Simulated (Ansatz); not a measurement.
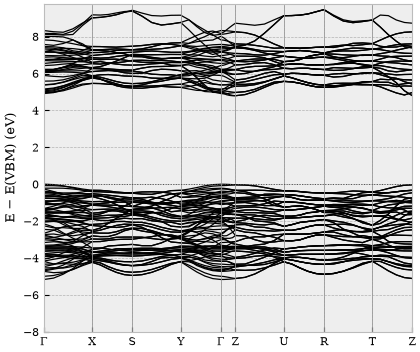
Fig. 1. Band structure from r²SCAN (plane waves, PAW; program Ansatz)

Problem. Read off the gap and where the band edges lie.

Solution. About 4.8 eV (4.79 eV by a search for the band edges); maximum at Γ, minimum on the Γ–Z line, 89 % of the way from Γ.

Problem. Which of these materials gives this?
(A) HfO2, Pbcn (Pearson symbol oP36)
(B) SiO2, Pbcn (Si on 4c, O on 8d)
(C) P2O5, Pnma (Pearson symbol oP28)
(D) ZrO2, Pnma (Zr on 4c, O on 4c, O on 4c)

Solution. A, HfO2, Pbcn (Pearson symbol oP36)

The workflow started from a Materials Project entry (that database holds measured and hypothetical structures alike); the Crystallography Open Database copy checked does not list it. It is not the phase usual at ambient conditions (space group No. 14, 29). The cell was relaxed with r²SCAN under the symmetry of its start; whether a distortion lowers the energy is not shown. The run is not spin-polarised. Scalar-relativistic: spin–orbit coupling is off unless named, which matters more the heavier the elements.

Potentials: the later of the program's two PAW sets.
